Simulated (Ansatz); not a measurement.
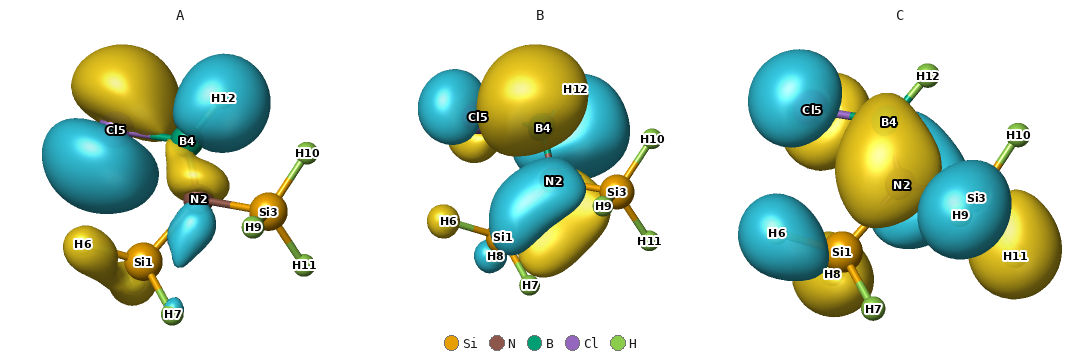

BClH₇NSi₂ (SMILES [SiH3]N([SiH3])BCl). Three frontier orbitals at ±0.08 Å⁻³ᐟ² (yellow and cyan are the two phases), in no order.

Geometry: PBE0-D4/def2-TZVP.

Computed with RKS PBE0-D4/def2-TZVPP (Ansatz 0.2.0).

Input file:

```
crystal:
  periodic: [false, false, false]
  atoms:
    - {symbol: Si, position_ang: [-1.467398, -0.511508, 0.405882]}
    - {symbol: N, position_ang: [0.045100, 0.206792, -0.145546]}
    - {symbol: Si, position_ang: [1.552161, -0.554402, 0.335093]}
    - {symbol: B, position_ang: [0.049751, 1.355707, -0.947862]}
    - {symbol: Cl, position_ang: [-1.482970, 2.107809, -1.423024]}
    - {symbol: H, position_ang: [-2.227419, 0.433209, 1.256270]}
    - {symbol: H, position_ang: [-1.062926, -1.689993, 1.218154]}
    - {symbol: H, position_ang: [-2.291142, -0.963754, -0.738798]}
    - {symbol: H, position_ang: [1.652916, -0.573414, 1.816479]}
    - {symbol: H, position_ang: [2.674352, 0.218651, -0.245263]}
    - {symbol: H, position_ang: [1.583948, -1.954968, -0.157277]}
    - {symbol: H, position_ang: [1.050526, 1.870670, -1.340105]}
basis:
  gaussian: {orbitals: def2-TZVPP}
hamiltonian: {xc: pbe0, dispersion: d4}
output: {orbitals: {seedname: orbitals}}
```

Launched as:

```sh
ansatz run in.yaml --threads 4 --pin off --events-out ev --progress --plain --max-ram 10444MiB
```

> Which picture is the HOMO−1, the HOMO and the LUMO?

A is the HOMO−1 (−8.84 eV). Its weight (Hirshfeld) is mainly on Cl5 (about 70 %), H12 (about 10 %) and B4 (about 10 %); largely a lone pair of Cl5. C is the HOMO (−8.43 eV). Its weight (Hirshfeld) is mainly on N2 (about 35 %), Cl5 (about 15 %), Si3 (about 10 %), Si1 (about 10 %), B4 (about 10 %), H9 (about 5 %) and H11 (about 5 %). B is the LUMO (−0.58 eV). By Hirshfeld shares it lies mainly on B4 (about 45 %), Cl5 (about 15 %), N2 (about 15 %), H12 (about 10 %) and Si1 (about 5 %).

> What is the HOMO–LUMO gap?

7.85 eV between the orbital energies.
